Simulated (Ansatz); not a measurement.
The parent structure is TiO₂ in the rutile structure (space group P4_2/mnm, No. 136; a = 4.6434 Å, c = 2.9638 Å).

The change: every lattice vector is shortened by 1.20 %; the atoms relax in the strained cell.

Calculations: PBE (Ansatz, a first-principles code; PAW; 420 eV plane waves; no spin-orbit coupling).

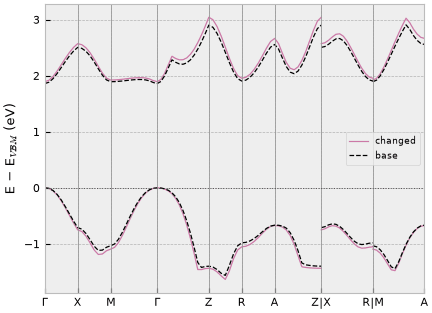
Figure: Highest valence and lowest conduction band along the path, each from its own valence-band maximum

The gap is 1.89 eV, direct at Γ; the base has 1.86 eV.

Whether these cells are dynamically stable was not tested. All final runs are without spin polarisation.
